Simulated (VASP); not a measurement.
Energy against volume of KMgF$_{3}$ (cubic perovskite). Computed with PBE GGA with D3 dispersion (zero damping), VASP's PBE PAW potentials (set 64) (plane waves; VASP 6.6.1).

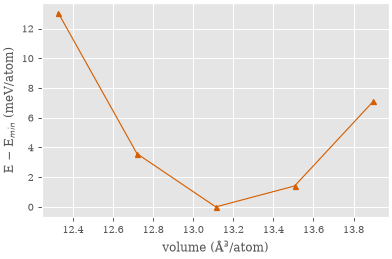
Fig. 1. Energy against volume

Estimate the equilibrium volume and the bulk modulus.

The minimum lies near 13.2 Å³/atom, and the curvature gives B0 of about 66 GPa.

The compound is KMgF3 in the cubic perovskite structure. It was relaxed first.
